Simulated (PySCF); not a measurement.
## Frequency calculation of SiF$_{2}$

- system: SiF$_{2}$, multiplicity 3
- method: UKS-based B3LYP, Si def2-TZVP, F def2-TZVP; non-relativistic Hamiltonian; density fitting (PySCF 2.14.0)

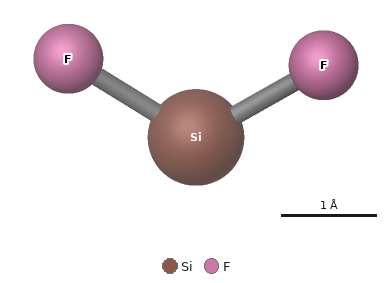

Figure 1. The structure as given in the input (ball-and-stick view, seen at an oblique angle).

### The input
```python
from pyscf import gto, scf, dft
mol = gto.M(atom='''
Si     0.000000     0.000000    -0.504701
F      1.345782     0.000000     0.371357
F     -1.345782     0.000000     0.371357''',
    basis={'Si': 'def2-TZVP', 'F': 'def2-TZVP'},
    charge=0, spin=2)
mf = dft.UKS(mol, xc='B3LYP')
mf.grids.atom_grid = (75, 302)
aux = {'Si': 'def2-universal-JKFIT', 'F': 'def2-universal-JKFIT'}
mf = mf.density_fit(auxbasis=aux)
mf.conv_tol = 1e-09
mf.diis_space = 10
mf.max_cycle = 60
mf.verbose = 4
mf.kernel()
```

The script is an equivalent of the set-up of the self-consistent field. The run itself was carried out by a driver, which started from the orbitals of the step before it where there was one and computed the further properties.

Machine: 4 threads of AMD EPYC (Zen 3), 176 GiB of memory available, shared host.

Launched with:
```bash
OMP_NUM_THREADS=4 python axn.py task.json out
```

### Output
```
init E= -489.280305390472
  alpha nocc = 17  HOMO = -0.178599250291228  LUMO = 0.0277112016013089
  beta  nocc = 15  HOMO = -0.449324706900995  LUMO = -0.196072304814109
cycle= 1 E= -489.28030539047  delta_E= 1.82e-12  |g|= 1.08e-06  |ddm|= 1.15e-06
  alpha nocc = 17  HOMO = -0.178599135804035  LUMO = 0.0277112389238401
  beta  nocc = 15  HOMO = -0.44932502209395  LUMO = -0.196072212333874
Extra cycle  E= -489.280305390471  delta_E= -5.68e-13  |g|= 1.76e-06  |ddm|= 1.31e-06
converged SCF energy = -489.280305390471  <S^2> = 2.0015493  2S+1 = 3.0010327
```

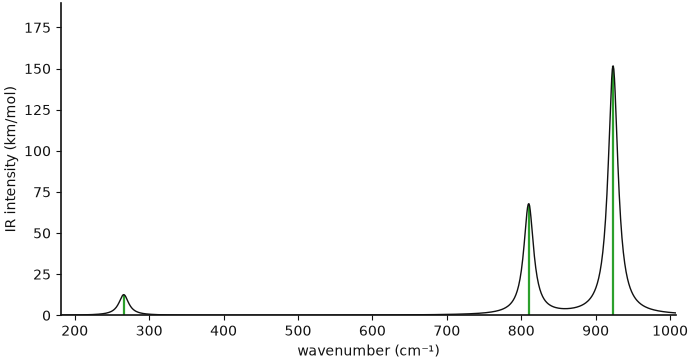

Figure 2. Harmonic infrared spectrum, unscaled: sticks (degenerate modes added up, dark ones marked on the axis) with a Lorentzian envelope of 16 cm⁻¹ full width, scaled to the tallest stick. 3 modes from 266 to 923 cm⁻¹, none imaginary. The strongest line is at 923 cm⁻¹ (152 km/mol). All modes, in cm⁻¹ (km/mol): 266 (12.6), 810 (67), 923 (152).

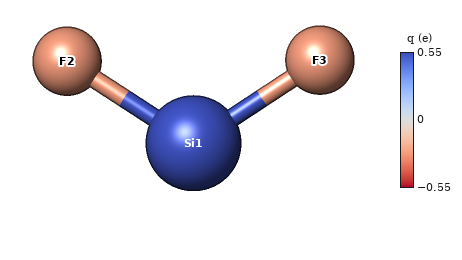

Figure 3. Mulliken charges, as the colour of each atom (ball-and-stick view, seen at a tilt; atoms are numbered from 1 in the order of the input). By element: Si +0.53 and F −0.26 e.

### Key numbers

- outcome: converged
- total energy: −489.280305 hartree
- ⟨S²⟩: 2.002
- zero-point energy: 0.004555 hartree
- dipole moment: 1.35 D
- wavenumbers, lowest and highest: 266 and 923 cm⁻¹
- wall time: 30 s (CPU time 1.9 min)
- peak memory: 0.92 GiB
